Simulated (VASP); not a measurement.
Band structure of CaPd2 (space group I4/mmm). Computed with PBEsol GGA, VASP's PBE PAW potentials (set 64) (plane waves; VASP).

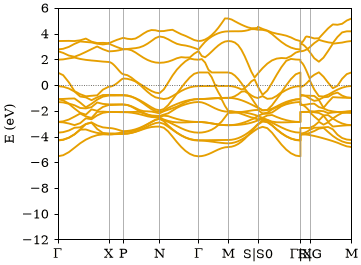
Bands along high-symmetry lines, zero at the valence-band maximum or, without a gap, the Fermi level

Q: Read the plot: is there a gap, and where are the band edges?

A: It has no gap at this level: it comes out as a metal or semimetal. (Edges off the drawn lines would not show.)

The structure comes from a computed database's CaPd2 entry (I4/mmm); how it stands against other phases isn't given here. It was relaxed first, which changed the volume by -6 %.
